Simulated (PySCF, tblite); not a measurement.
# C₂H₉NSi₃: geometry, infrared bands and NMR shifts

What infrared bands and NMR shifts should C₂H₉NSi₃ (`N#C[SiH2][SiH2]C[SiH3]`) show?

Programs: tblite 0.8.0 and PySCF 2.14.0, with density-fitted response routines of our own. Each step states its level of theory. These are calculated values for one molecule in the gas phase, unless marked as measured. Atoms count from 0, in the outputs and in this text.

## Step 1: The molecule as given

15 atoms, charge 0, multiplicity 1; geometry from: force field or distance geometry start.

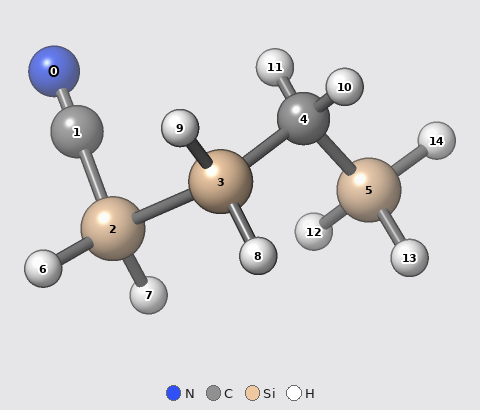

As it starts; nitrogen blue, carbon grey, silicon light orange, hydrogen white, atoms numbered.

## Step 2: Geometry optimisation with GFN2-xTB

Job settings and geometry (Å):

```
{"job": {"kind": "relax", "xc": "GFN2-xTB", "basis": "xTB"}, "charge": 0, "multiplicity": 1}
N      3.523500     1.131900    -0.040100
C      2.733000     0.471900     0.498100
Si     1.472800    -0.601900     1.367800
Si    -0.039600    -1.251500    -0.277100
C     -0.678900     0.146400    -1.272700
Si    -1.832700     1.147000    -0.241200
H      2.074700    -1.796400     1.999300
H      0.744200     0.160100     2.430200
H     -1.150200    -2.040200     0.336800
H      0.656600    -2.203400    -1.176800
H     -1.212900    -0.236300    -2.159000
H      0.141000     0.763000    -1.652800
H     -1.106300     1.695600     0.944900
H     -2.962200     0.328700     0.243200
H     -2.367500     2.293100    -1.022700
```

On the command line:

```bash
OMP_NUM_THREADS=1 python probes_run.py task.json out
```

The driver reads the jobs from task.json and runs them one after another.

**Question.** This job is followed by: GFN2-xTB harmonic vibrations, gas phase; GIAO PBE0/pcSseg-1 NMR shielding, non-relativistic, gas phase. Predict these results of the whole session: strongest single infrared mode (GFN2-xTB); zero-point energy (GFN2-xTB); 13C shifts against TMS (PBE0/pcSseg-1); 1H shifts against TMS (PBE0/pcSseg-1, means over atoms taken as alike); 15N shifts against NH3 (PBE0/pcSseg-1); 29Si shifts against TMS (PBE0/pcSseg-1); surface potential, least and greatest.

**Answer**, as computed:

```
                                                              quantity                       value
                             strongest single infrared mode (GFN2-xTB)       2210 cm⁻¹, 526 km/mol
                                          zero-point energy (GFN2-xTB)               57.3 kcal/mol
                                13C shifts against TMS (PBE0/pcSseg-1)            122.1, -15.2 ppm
1H shifts against TMS (PBE0/pcSseg-1, means over atoms taken as alike)  4.27, 4.21, 4.09, 0.21 ppm
                                15N shifts against NH3 (PBE0/pcSseg-1)                   370.7 ppm
                               29Si shifts against TMS (PBE0/pcSseg-1)    -73.1, -77.7, -104.2 ppm
                                 surface potential, least and greatest          -1.69 V and 1.65 V
```

**Reading.** Over 127 steps the energy fell by 0.285 eV; of the close pairs, Si3–C4 changed most, 1.831 to 1.902 Å. All 39 modes are real, so the xTB geometry is a minimum. The strongest single mode, at 2210 cm⁻¹, moves mainly H6. GFN2-xTB is a fitted tight-binding method: band positions and strengths are rough. Its intensities can rank the bands wrongly. The most deshielded carbon is C1 (nitrile carbon), at 122.1 ppm: this is the usual window of a C≡N carbon, which has no attached hydrogen. At PBE0/pcSseg-1: The largest span, 603 ppm, is at N0, where the paramagnetic term is -441 ppm. At PBE0/pcSseg-1, counted by nearest atom on the grid, the HOMO lies on Si2, Si3 about 21 % each; N0 13 %, the LUMO on Si2 18 %; Si3 13 %.
